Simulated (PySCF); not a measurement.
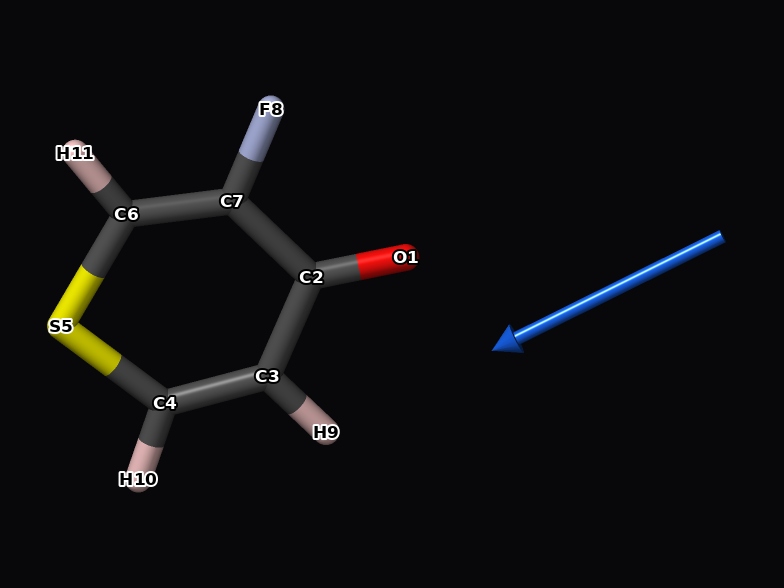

The arrow beside the molecule shows the direction of the dipole moment, from the negative to the positive end (its length means nothing). Computed geometry: GFN2-xTB optimisation. No frequency run is at hand to confirm it as a minimum. Properties computed with PBE0/pcSseg-1, gas phase (PySCF 2.14.0).

Question: Estimate the dipole moment.

Answer: 4.77 D; it points from the side of O1 to the side of S5, H10 (the outermost atoms at the two ends).
